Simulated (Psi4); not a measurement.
**BHOF2 (difluorohydroxyborane) at TPSS/def2-TZVPD (density fitting with cc-pvqz-jkfit, sweep point 5)**

What is the vertical singlet–triplet gap of BHOF2 (difluorohydroxyborane) at TPSS/def2-TZVPD (density fitting with cc-pvqz-jkfit, sweep point 5)? 

Program for the calculation: Psi4 1.11.

3 further runs of the same task are left out: 3 that didn't finish.

## 1. The structure to begin with

BHOF2: 5 atoms, total charge 0, spin state singlet. As SMILES, `OB(F)F`. The shape is that of a PBE0-D4/def2-TZVP optimisation.

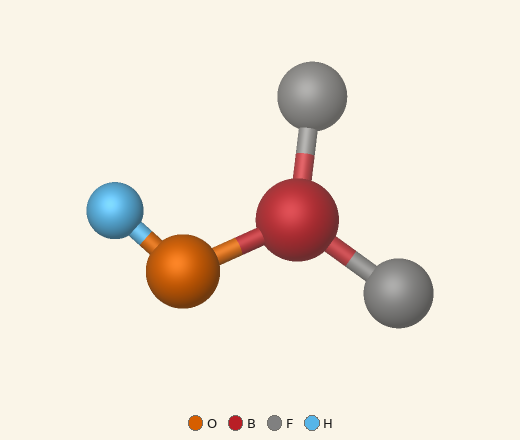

The structure, seen from a chosen angle (oxygen orange, boron red, fluorine grey, hydrogen blue).

## 2. A single-point energy at TPSS/def2-TZVPD (density fitting with cc-pvqz-jkfit, sweep point 5)

Contents of job.inp:

```
memory 1.6 GB

molecule mol {
  0 1
  O      0.038630     1.000750     0.174310
  B      0.105760    -0.342460     0.137210
  F      0.731030    -0.986880     1.100700
  F     -0.439530    -1.051930    -0.843330
  H     -0.435890     1.380520    -0.568880
  units angstrom
  symmetry c1
}

set globals {
  basis def2-TZVPD
  puream true
  scf_type df
  dft_radial_points 99
  dft_spherical_points 590
  df_basis_scf cc-pvqz-jkfit
}

e_tot, wfn = energy('tpss', return_wfn=True)
```

Launch:

```console
psi4 -i job.inp -o job.out -n 1
```

job.out, shortened:

```text
[...]
  Running in c1 symmetry.
[...]
  Nuclear repulsion =  112.725598717264262
[...]
  Multiplicity = 1
[...]
  Nalpha       = 16
  Nbeta        = 16
[...]
    Number of basis functions: 166
[...]
   @DF-RKS iter   1:  -300.43468530825544   -3.07099e-01   5.47376e-03 DIIS/ADIIS
[...]
   @DF-RKS iter   9:  -300.69647280036548   -9.76968e-08   3.79314e-07 DIIS
[...]
    Orbital Energies [Eh]
    ---------------------
    Doubly Occupied:
       1A    -24.429755     2A    -24.425888     3A    -18.928051
       4A     -6.707574     5A     -1.167133     6A     -1.139295
       7A     -0.995139     8A     -0.556842     9A     -0.514728
      10A     -0.482809    11A     -0.448653    12A     -0.411878
      13A     -0.388370    14A     -0.374673    15A     -0.347850
      16A     -0.332928
[...]
  @DF-RKS Final Energy:  -300.69647280036548
   => Energetics <=
    Nuclear Repulsion Energy =            112.7255987172642619
    One-Electron Energy =                -640.2186696718665644
    Two-Electron Energy =                 260.9109984947135104
    DFT Exchange-Correlation Energy =     -34.1144003404766636
    Empirical Dispersion Energy =           0.0000000000000000
    VV10 Nonlocal Energy =                  0.0000000000000000
    Total Energy =                       -300.6964728003654841
[...]
 Multipole Moments:
 ------------------------------------------------------------------------------------
     Multipole            Electronic (a.u.)      Nuclear  (a.u.)        Total (a.u.)
 ------------------------------------------------------------------------------------
 L = 1.  Multiply by 2.5417464519 to convert [e a0] to [Debye]
 Dipole X            :          0.2681365           -0.5864318           -0.3182953
 Dipole Y            :         -2.3401439            2.8269837            0.4868398
 Dipole Z            :          0.1854943           -0.6583888           -0.4728944
 Magnitude           :                                                    0.7496359
[...]
```

It took 44 s on 1 thread of Intel Xeon at 2.70GHz, shared host; peak memory 1.3 GiB.

## 3. The triplet, same level

Contents of calc.dat:

```
memory 1600 MB

molecule mol {
  0 3
  O      0.038630     1.000750     0.174310
  B      0.105760    -0.342460     0.137210
  F      0.731030    -0.986880     1.100700
  F     -0.439530    -1.051930    -0.843330
  H     -0.435890     1.380520    -0.568880
  units angstrom
  symmetry c1
}

set {
  basis                def2-TZVPD
  reference            uks
  puream               true
  scf_type             df
  dft_radial_points    99
  dft_spherical_points 590
  df_basis_scf         cc-pvqz-jkfit
  maxiter              100
}

energy_value, wavefunction = energy("tpss", return_wfn=True)
print_variables()
```

Launch:

```console
psi4 -n 1 calc.dat calc.out
```

calc.out, shortened:

```text
[...]
  Running in c1 symmetry.
[...]
  Nuclear repulsion =  112.725598717264262
[...]
  Multiplicity = 3
[...]
  Nalpha       = 17
  Nbeta        = 15
[...]
    Number of basis functions: 166
[...]
   @DF-UKS iter   1:  -300.03348807422117    9.40987e-02   5.31087e-03 ADIIS/DIIS
[...]
   @DF-UKS iter  14:  -300.38385083119550   -1.49410e-08   5.58236e-07 DIIS
[...]
   @S^2 Observed:                2.002879916E+00
[...]
    Orbital Energies [Eh]
    ---------------------
    Alpha Occupied:
       1A    -24.509125     2A    -24.509042     3A    -19.128937
       4A     -6.804684     5A     -1.245248     6A     -1.215124
       7A     -1.172215     8A     -0.689773     9A     -0.591109
      10A     -0.576555    11A     -0.571197    12A     -0.516773
      13A     -0.498202    14A     -0.467995    15A     -0.465647
      16A     -0.435808    17A     -0.094042
    Alpha Virtual:
      18A     -0.083226    19A     -0.031003    20A      0.008573
      21A      0.009881    22A      0.035869    23A      0.038951
      24A      0.059175    25A      0.064410    26A      0.074585
[...]
  @DF-UKS Final Energy:  -300.38385083119550
   => Energetics <=
    Nuclear Repulsion Energy =            112.7255987172642619
    One-Electron Energy =                -636.8716369830599433
    Two-Electron Energy =                 257.6883194238280907
    DFT Exchange-Correlation Energy =     -33.9261319892278621
    Empirical Dispersion Energy =           0.0000000000000000
    VV10 Nonlocal Energy =                  0.0000000000000000
    Total Energy =                       -300.3838508311955025
[...]
 Multipole Moments:
 ------------------------------------------------------------------------------------
     Multipole            Electronic (a.u.)      Nuclear  (a.u.)        Total (a.u.)
 ------------------------------------------------------------------------------------
 L = 1.  Multiply by 2.5417464519 to convert [e a0] to [Debye]
 Dipole X            :          0.9752149           -0.5864318            0.3887832
 Dipole Y            :         -3.2736405            2.8269837           -0.4466568
 Dipole Z            :          1.2500007           -0.6583888            0.5916119
 Magnitude           :                                                    0.8370540
[...]
```

It took 1.9 min on 1 thread of Intel Xeon at 2.70GHz, shared host; peak memory 1.3 GiB.

## 4. Summary of results

At TPSS/def2-TZVPD (density fitting with cc-pvqz-jkfit, sweep point 5):

```
                                        quantity          value
                           singlet: total energy  -300.69647 Eh
                          singlet: dipole moment         1.91 D
                            singlet: HOMO energy       -9.06 eV
                            singlet: LUMO energy       -0.82 eV
                          singlet: HOMO–LUMO gap        8.24 eV
                           triplet: total energy  -300.38385 Eh
                          triplet: dipole moment         2.13 D
     triplet: HOMO energy (highest over α and β)       -2.56 eV
                                   triplet: ⟨S²⟩          2.003
vertical energy of the triplet above the singlet       8.507 eV
```

In words: At this shape the triplet lies 8.51 eV (821 kJ/mol) above the singlet.
